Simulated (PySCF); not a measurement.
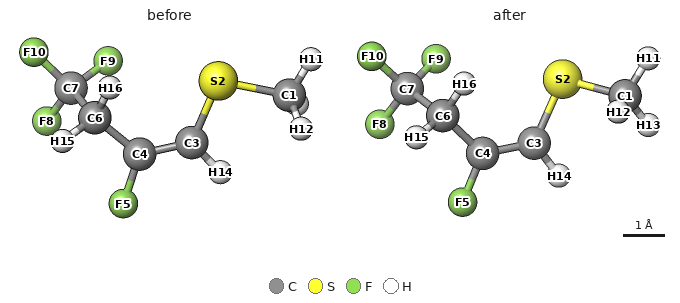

The structure of C₅H₆F₄S before (left) and after (right) a relaxation, at one scale.

The picture is a ball-and-stick view, seen face on.

The start comes from GFN2-xTB.

These are results of PBE0-D3(BJ)/def2-SVP geometry optimisation, gas phase (PySCF 2.14.0, density-fitted response routines), not measurements. 

Question: What changed between the two?

Answer: Over 9 geometry steps the energy falls by 3.11 kcal/mol. Largest force component: 0.84 eV/Å at the start, 0.017 eV/Å at the end. The atom that moves furthest after the best rigid fit is H12 (0.94 Å). By element the largest moves are H 0.94 Å, S 0.84 Å, C 0.48 Å, F 0.35 Å. Some distances before and after: C4–F5 1.355 → 1.336 Å, C1–H11 1.085 → 1.099 Å, C1–H12 1.086 → 1.099 Å, C6–C7 1.525 → 1.513 Å. Bond angles that change, for instance: C4–C6–C7 111.4° → 113.9°, S2–C3–H14 116.0° → 118.5°. Groups turn about S2–C3 by about 45°. The run took about 4 core-minutes on a shared host.
